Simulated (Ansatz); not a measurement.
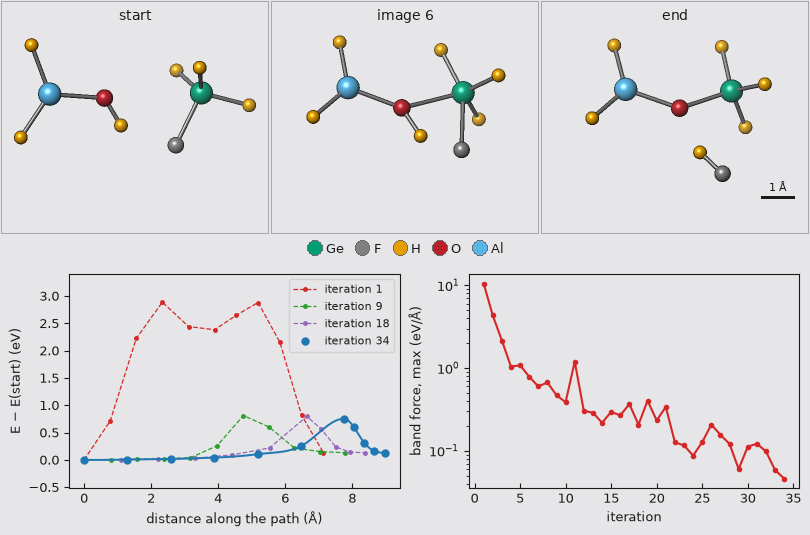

A nudged-elastic-band calculation for AlGeH6OF. Images are numbered from 0 (start) to 10 (end). The plot follows the band through its iterations. A ball-and-stick model, seen at a tilt.

These are results of Ansatz, RKS PBE-D4/def2-SVP, not measurements. Set-up: 9 movable images; climbing image; force threshold 0.05 eV/Å; iteration limit 60; starting path through a guess of the saddle point.

> Did the band converge, and can the barrier be trusted?

The result is final at these settings. The band converged in 34 iterations. The largest component of the band force went from 11 to 0.046 eV/Å. The climbing image converged on the top of the path. Its vibrational analysis gives one imaginary mode (294i cm⁻¹), as a transition state must have. The first iteration put the highest image at 2.89 eV. The highest point, image 6, lies 0.75 eV above the start and 0.62 eV above the end; the end is at +0.13 eV relative to the start.
